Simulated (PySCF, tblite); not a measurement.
# C6H8FOSi radical: geometry, infrared bands and EPR parameters

Wanted: the infrared bands and EPR parameters of C6H8FOSi radical (`C#C[C]1COC[C@H](F)[SiH2]1`), by calculation.

Computed with tblite 0.8.0 and PySCF 2.14.0, with density-fitted response routines of our own, on a single molecule in the gas phase. Atoms are numbered from 0 throughout.

## 1. Starting geometry

17 atoms, charge 0, multiplicity 2; geometry from: force field or distance geometry start.

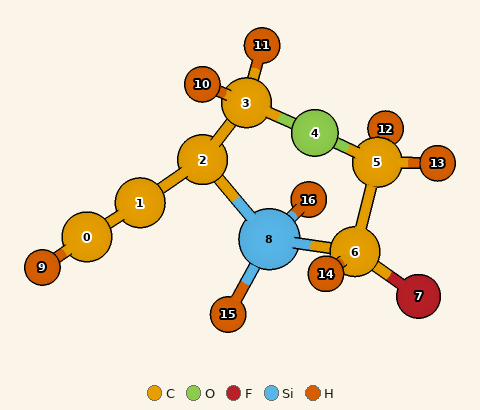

As it starts; carbon amber, oxygen green, fluorine red, silicon blue, hydrogen orange, atoms numbered.

## 2. Relaxing the molecule with GFN2-xTB

What the job is given:

```
{"job": {"kind": "relax", "xc": "GFN2-xTB", "basis": "xTB"}, "charge": 0, "multiplicity": 2}
C      2.751700    -0.164400    -1.676000
C      2.042200    -0.086400    -0.693600
C      1.225100     0.003000     0.543600
C      0.576700     1.362200     0.506400
O     -0.652200     1.436100    -0.076300
C     -1.659300     0.646800     0.389200
C     -1.499500    -0.683200    -0.351100
F     -2.590100    -1.467800    -0.276800
Si     0.022400    -1.414000     0.514400
H      3.336800    -0.238000    -2.540900
H      1.259300     2.039800    -0.026700
H      0.523200     1.734900     1.569400
H     -1.616500     0.456700     1.506500
H     -2.674000     1.008300     0.161600
H     -1.174900    -0.403100    -1.370500
H      0.523300    -2.602000    -0.115400
H     -0.401100    -1.616900     1.926300
```

On the command line:

```bash
> OMP_NUM_THREADS=1 python probes_run.py task.json out
```

The driver reads the jobs from task.json and runs them one after another.

Output:

```text
step      E/eV     max force
  0    -742.27363    4.119
  1    -742.71700    1.999
  2    -742.82664    3.500
  3    -742.91276    2.691
  4    -742.99569    0.873
  5    -743.04980    0.535
  6    -743.07889    0.594
  7    -743.10271    0.331
  8    -743.12152    0.332
  9    -743.13862    0.510
 10    -743.15671    0.521
 11    -743.17691    0.386
 12    -743.19702    0.343
 13    -743.21369    0.348
 14    -743.22623    0.254
 15    -743.23663    0.251
 16    -743.24626    0.207
 17    -743.25604    0.221
 18    -743.26636    0.244
 19    -743.27710    0.283
 20    -743.28719    0.269
 21    -743.29497    0.243
 22    -743.30078    0.227
 23    -743.30644    0.217
 24    -743.31349    0.303
 25    -743.32182    0.292
 26    -743.32875    0.179
 27    -743.33245    0.131
 28    -743.33454    0.131
 29    -743.33675    0.116
 30    -743.34007    0.133
 31    -743.34442    0.146
 32    -743.34826    0.127
 33    -743.35090    0.104
 34    -743.35304    0.123
 35    -743.35534    0.134
 36    -743.35784    0.133
 37    -743.35992    0.116
 38    -743.36140    0.103
 39    -743.36278    0.114
 40    -743.36464    0.110
 41    -743.36696    0.119
 42    -743.36949    0.115
 43    -743.37210    0.166
 44    -743.37487    0.159
 45    -743.37781    0.140
 46    -743.38055    0.143
 47    -743.38279    0.115
 48    -743.38459    0.104
 49    -743.38632    0.091
 50    -743.38812    0.114
 51    -743.39010    0.136
 52    -743.39230    0.161
 53    -743.39492    0.105
 54    -743.39654    0.090
 55    -743.39781    0.066
 56    -743.39864    0.068
 57    -743.39934    0.104
 58    -743.39995    0.055
 59    -743.40053    0.048
 60    -743.40111    0.066
 61    -743.40173    0.074
 62    -743.40254    0.065
 63    -743.40348    0.076
 64    -743.40441    0.064
 65    -743.40528    0.087
 66    -743.40615    0.082
 67    -743.40727    0.085
 68    -743.40886    0.119
 69    -743.41120    0.204
 70    -743.41421    0.287
 71    -743.41748    0.325
 72    -743.42037    0.180
 73    -743.42255    0.099
 74    -743.42425    0.139
 75    -743.42637    0.213
 76    -743.42944    0.117
 77    -743.43275    0.233
 78    -743.43507    0.263
 79    -743.43789    0.225
 80    -743.44051    0.451
 81    -743.44419    0.120
 82    -743.44815    0.347
 83    -743.45135    0.316
 84    -743.45099    0.192
 85    -743.45355    0.163
 86    -743.45277    0.436
 87    -743.45533    0.079
 88    -743.45607    0.053
 89    -743.45736    0.086
 90    -743.45794    0.081
 91    -743.45820    0.049
 92    -743.45843    0.036
 93    -743.45878    0.066
 94    -743.45905    0.044
 95    -743.45923    0.036
 96    -743.45939    0.032
 97    -743.45960    0.027
 98    -743.45980    0.030
 99    -743.45995    0.024
100    -743.46005    0.022
101    -743.46013    0.036
102    -743.46021    0.021
103    -743.46030    0.019
104    -743.46040    0.023
105    -743.46045    0.025
106    -743.46054    0.023
107    -743.46064    0.023
108    -743.46076    0.031
109    -743.46086    0.029
110    -743.46097    0.029
111    -743.46111    0.038
112    -743.46125    0.035
113    -743.46141    0.029
114    -743.46154    0.017
115    -743.46160    0.022
116    -743.46164    0.012
117    -743.46169    0.016
118    -743.46173    0.013
119    -743.46176    0.018
120    -743.46178    0.012
121    -743.46181    0.013
122    -743.46183    0.011
123    -743.46186    0.013
124    -743.46188    0.022
125    -743.46190    0.014
126    -743.46192    0.010
127    -743.46194    0.011
128    -743.46196    0.013
129    -743.46198    0.015
130    -743.46200    0.014
131    -743.46203    0.013
132    -743.46205    0.012
133    -743.46208    0.018
134    -743.46210    0.023
135    -743.46213    0.023
136    -743.46215    0.018
137    -743.46218    0.013
138    -743.46220    0.010
```

Run time: 1.2 s. Hardware: 1 thread of Arm Neoverse V1, shared host; peak memory 0.17 GiB.

Relaxation path: (not every step is listed)

```
step  energy from step 0 (eV)  largest force (eV/Å)
   0                   0.0000                4.1187
   1                  -0.4434                1.9993
   2                  -0.5530                3.4999
   3                  -0.6391                2.6908
   4                  -0.7221                0.8730
   5                  -0.7762                0.5346
   6                  -0.8053                0.5936
   7                  -0.8291                0.3315
   8                  -0.8479                0.3324
  20                  -1.0136                0.2693
  32                  -1.0746                0.1268
  44                  -1.1012                0.1587
  56                  -1.1250                0.0680
  68                  -1.1352                0.1192
  80                  -1.1669                0.4515
  92                  -1.1848                0.0357
 104                  -1.1868                0.0234
 116                  -1.1880                0.0118
 128                  -1.1883                0.0132
 133                  -1.1884                0.0175
 134                  -1.1885                0.0226
 135                  -1.1885                0.0230
 136                  -1.1885                0.0181
 137                  -1.1885                0.0132
 138                  -1.1886                0.0100
```

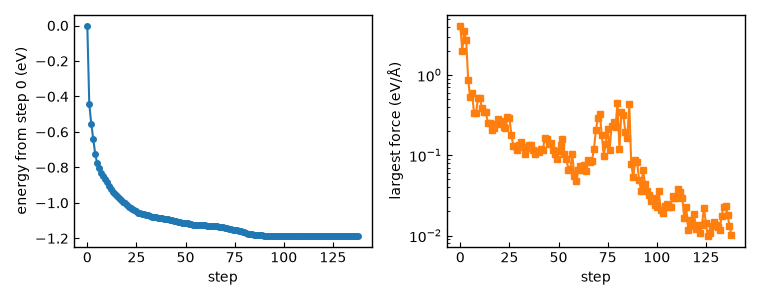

Energy and force, step by step.

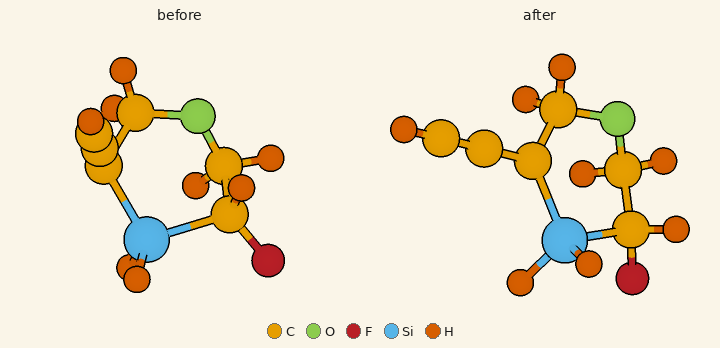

Before and after, at one scale.

Close pairs (by a distance rule), those that changed most:

```
   bond  before (Å)  after (Å)  change (Å)
  C1–C2       1.485      1.369      -0.117
  O4–C5       1.362      1.408      +0.046
  C6–F7       1.346      1.390      +0.044
  C3–O4       1.362      1.406      +0.043
 C5–H12       1.134      1.099      -0.035
Si8–H15       1.435      1.466      +0.031
 C6–Si8       1.897      1.923      +0.026
Si8–H16       1.488      1.467      -0.020
```

The end geometry stands in the next job.

## 3. Vibrational analysis with GFN2-xTB

What the job is given:

```
{"job": {"kind": "ir", "xc": "GFN2-xTB", "basis": "xTB"}, "charge": 0, "multiplicity": 2}
C      3.543334    -0.139772    -0.719940
C      2.348837    -0.043324    -0.522568
C      1.000292     0.046955    -0.307890
C      0.400029     1.411881    -0.154672
O     -0.994169     1.482945    -0.318206
C     -1.741217     0.713071     0.592992
C     -1.819310    -0.746572     0.145932
F     -2.494982    -1.470626     1.121054
Si    -0.061230    -1.477869    -0.122423
H      4.574692    -0.225088    -0.890391
H      0.809642     2.095255    -0.907375
H      0.679643     1.813060     0.839549
H     -1.306862     0.763013     1.601778
H     -2.739005     1.161957     0.623506
H     -2.441338    -0.814700    -0.751976
H     -0.048045    -2.318793    -1.323246
H      0.282690    -2.239364     1.083966
```

Output:

```text
mode    cm-1     km/mol
  1      15.7      1.40
  2      84.4      2.09
  3     115.2      0.16
  4     189.0      3.07
  5     230.2     11.38
  6     262.4     10.95
  7     332.9      4.44
  8     337.6      5.73
  9     361.7      1.44
 10     394.9      2.23
 11     434.1      1.09
 12     484.2     94.31
 13     536.2     10.59
 14     541.3      1.41
 15     553.5      8.32
 16     611.0     20.71
 17     649.5     16.52
 18     662.3     25.08
 19     703.9    299.29
 20     766.1    208.79
 21     899.3      7.82
 22     948.2     20.95
 23    1000.3     26.86
 24    1027.0     55.76
 25    1068.0     16.49
 26    1110.8     69.42
 27    1136.2     17.46
 28    1163.9     12.80
 29    1231.3     30.38
 30    1246.5      5.83
 31    1264.8     23.71
 32    1281.6      3.61
 33    1316.0     22.98
 34    1330.9     10.59
 35    1424.0     10.40
 36    1471.0      1.40
 37    2119.0      8.70
 38    2231.9    370.92
 39    2246.4    174.23
 40    2759.4     42.63
 41    2884.7     36.63
 42    2926.0     15.43
 43    2932.2     51.35
 44    2951.9     38.31
 45    3390.1     13.44
```

Run time: 0.71 s. Hardware: 1 thread of Arm Neoverse V1, shared host; peak memory 0.17 GiB.

Which atoms move in the most intense modes:

```
cm⁻¹  km/mol                         atoms
 484    94.3  H15 33 %, H16 28 %, Si8 18 %
 704   299.3  H15 32 %, H16 28 %, Si8 28 %
 766   208.8            H16 48 %, H15 46 %
1027    55.8              C6 58 %, F7 31 %
1111    69.4     O4 41 %, C5 26 %, C3 17 %
2232   370.9            H16 73 %, H15 22 %
2246   174.2            H15 74 %, H16 23 %
2932    51.4                      H14 90 %
```

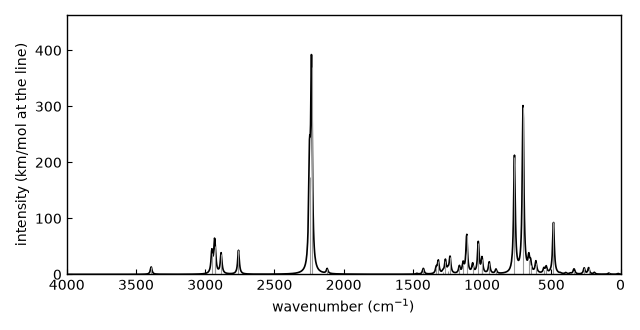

The infrared spectrum from these modes, unscaled. Lines are broadened to a width of 14 cm⁻¹ (Lorentzian).

## 4. g tensor and hyperfine couplings: B3LYP/pcH-1

The job, as its differences from that of step 3:

```diff
@@ -1,2 +1,2 @@
-{"job": {"kind": "ir", "xc": "GFN2-xTB", "basis": "xTB"}, "charge": 0, "multiplicity": 2}
+{"job": {"kind": "epr", "basis": "pcH-1"}, "charge": 0, "multiplicity": 2}
 C      3.543334    -0.139772    -0.719940
```

With the program's defaults for keys left out, this is: UKS B3LYP, pcH-1 on C F H O Si, non-relativistic, mean-field spin-orbit, GIAO.

Output:

```text
UKS, coarse grid
  cycle   1  E = -697.81534796  |g| = 5.45e-01
  cycle   2  E = -697.70834174  |g| = 7.97e-01
  cycle   3  E = -697.91528125  |g| = 9.52e-02
  cycle   4  E = -697.91777274  |g| = 5.50e-02
  cycle   5  E = -697.91899707  |g| = 2.69e-02
  cycle   6  E = -697.91936575  |g| = 6.58e-03
  cycle   7  E = -697.91940287  |g| = 2.64e-03
  cycle   8  E = -697.91941001  |g| = 1.96e-03
  cycle   9  E = -697.91941422  |g| = 4.80e-04
UKS, final grid
  cycle   1  E = -697.91943176  |g| = 5.34e-04
  cycle   2  E = -697.91943170  |g| = 8.25e-04
  cycle   3  E = -697.91943200  |g| = 1.80e-04
  cycle   4  E = -697.91943203  |g| = 1.26e-04
  cycle   5  E = -697.91943205  |g| = 7.80e-05
  cycle   6  E = -697.91943206  |g| = 1.11e-05
E = -697.91943206 Eh   <S^2> = 0.7663 (exact 0.7500)
g shifts (ppm)      1          2          3
  rmc          -132       -132       -132
  gc             -9         22         20
  oz_so         -22        553       1207
  total        -163        443       1095
hyperfine (MHz)  atom isotope    a_iso     a_fc   dipolar eigenvalues
    0   13C      39.60      39.64    -40.01    -30.50     70.51
    1   13C     -58.68     -58.72    -19.81     -0.95     20.76
    2   13C      64.27      64.34    -58.98    -57.80    116.78
    3   13C     -28.10     -28.11     -1.72      0.45      1.27
    4   17O       1.04       1.04     -2.01      0.73      1.28
    5   13C      -0.84      -0.84     -0.47     -0.34      0.81
    6   13C      -1.46      -1.46     -0.54     -0.28      0.82
    7   19F      -3.10      -3.09     -2.04      0.49      1.54
    8  29Si      36.40      36.45     -1.96     -0.68      2.64
    9    1H     -37.55     -37.56    -17.87     -1.64     19.51
   10    1H      61.45      61.45     -3.57     -2.68      6.24
   11    1H      96.21      96.22     -4.26     -1.99      6.25
   12    1H       0.82       0.82     -1.85     -1.51      3.36
   13    1H       1.63       1.63     -0.87     -0.80      1.67
   14    1H       0.03       0.03     -1.15     -1.10      2.25
   15    1H      36.77      36.77     -2.30     -1.49      3.79
   16    1H      49.67      49.67     -2.39     -1.33      3.71
```

It took 2.8 min on 1 thread of Arm Neoverse V1, shared host; peak memory 1.1 GiB.

Principal g values 2.00216, 2.00276, 2.00341; g(iso) = 2.00278, against 2.00232 for a free electron.

Hyperfine couplings, nucleus by nucleus at this fixed geometry (no averaging over rotations):

```
nuclei  isotope  a(iso) (MHz)  a(iso) (G, at g = 2.0023)  largest dipolar term (MHz)
   H11       1H          96.2                       34.3                         6.3
    C2      13C          64.3                       22.9                       116.8
   H10       1H          61.5                       21.9                         6.2
    C1      13C         -58.7                      -20.9                        20.8
   H16       1H          49.7                       17.7                         3.7
    C0      13C          39.6                       14.1                        70.5
    H9       1H         -37.6                      -13.4                        19.5
   H15       1H          36.8                       13.1                         3.8
   Si8     29Si          36.4                       13.0                         2.6
    C3      13C         -28.1                      -10.0                        -1.7
    F7      19F          -3.1                       -1.1                        -2.0
   H13       1H           1.6                        0.6                         1.7
    C6      13C          -1.5                       -0.5                         0.8
    O4      17O           1.0                        0.4                        -2.0
```

Mulliken spin populations:

C0 0.49; C1 -0.24; C2 0.74; C3 -0.06; O4 0.00; C5 0.00; C6 0.00; F7 0.00; Si8 -0.03; H9 -0.02; H10 0.02; H11 0.04; H12 0.00; H13 0.00; H14 0.00; H15 0.02; H16 0.03

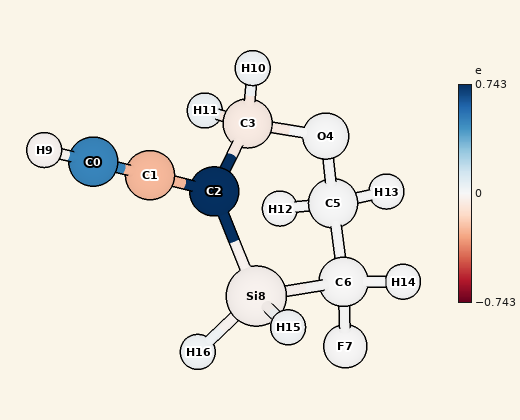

Mulliken spin populations, as colours on the atoms.

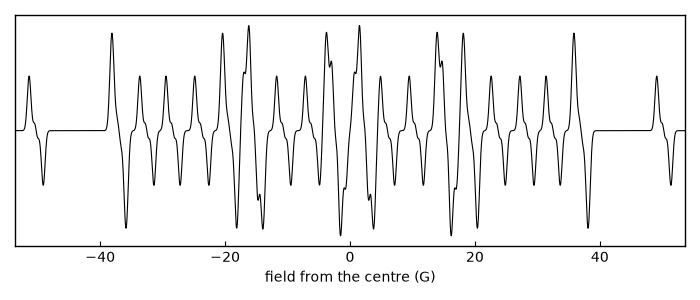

First-order isotropic spectrum (first derivative, main isotopes with spin only, couplings over 0.8 MHz, Gaussian width 0.3 G; couplings of the frozen geometry, rotation of groups not averaged beyond the rows shown).

Orbitals, density, ELF and potential are computed afterwards from the orbital file.

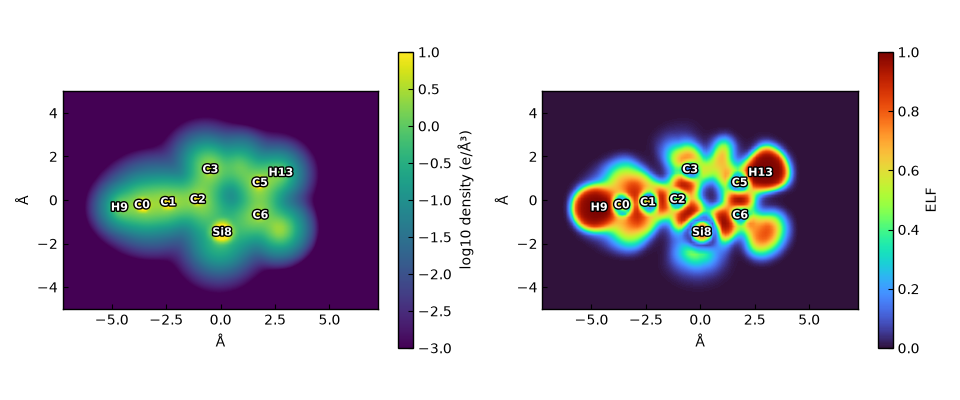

Density (left) and ELF (right) in a plane through or near 9 of the atoms.

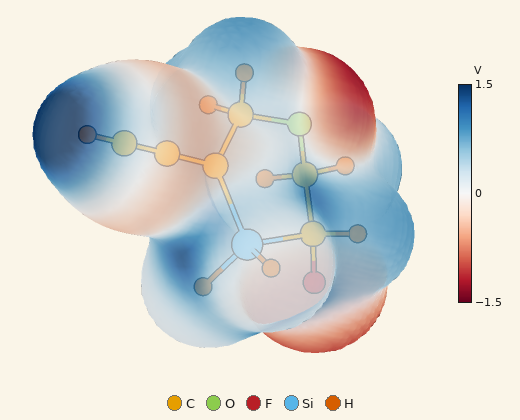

Electrostatic potential on the surface of density 0.002 e/bohr³; red is low, blue high. It runs from -1.11 V near O4 to 1.50 V near H9.

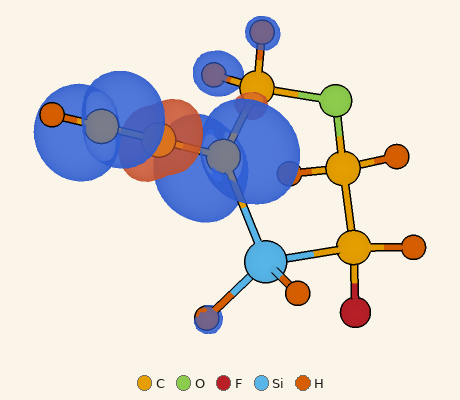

Spin density at ±0.03 e/Å³ (alpha excess blue, beta excess red).

## 5. Summary of results

```
                                 quantity                  value
strongest single infrared mode (GFN2-xTB)  2232 cm⁻¹, 371 km/mol
             zero-point energy (GFN2-xTB)          73.8 kcal/mol
                           g(iso) (B3LYP)                2.00278
                                     ⟨S²⟩     0.766 (exact 0.75)
                           largest a(iso)    1H on H11, 96.2 MHz
    surface potential, least and greatest     -1.11 V and 1.50 V
```

In words: Relaxing lowered the energy by 1.189 eV in 138 steps; the close pair that moved most is C1–C2, from 1.485 to 1.369 Å. All 45 modes are real, so the xTB geometry is a minimum. The strongest single mode, at 2232 cm⁻¹, moves mainly H16. GFN2-xTB is a fitted tight-binding method: band positions and strengths are rough. Its intensities can rank the bands wrongly. The largest share of the spin, 0.74 e, sits on C2. The isotropic g lies 0.5 ppt above the free-electron value.
